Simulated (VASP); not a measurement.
Band structure of Bi₂Te₃ (space group R-3m). Computed with PBE GGA, VASP's PBE PAW potentials (set 64) (plane waves; VASP).

Unless said otherwise, spin-orbit coupling is left out, though it shifts the bands of the heavy elements here.

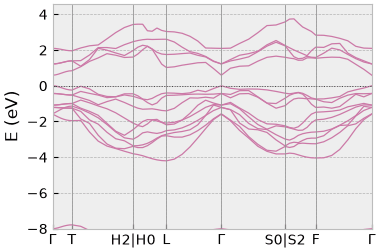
Figure. Bands along high-symmetry lines, zero at the valence-band maximum or, without a gap, the Fermi level

**Question.** Read the plot: is there a gap, and where are the band edges?

**Answer.** The gap is direct, 0.59 eV, from the valence maximum at Γ to the conduction minimum at Γ.

The structure comes from a computed database's Bi2Te3 entry; how it stands against other phases isn't given here. The cell was not relaxed at this level.
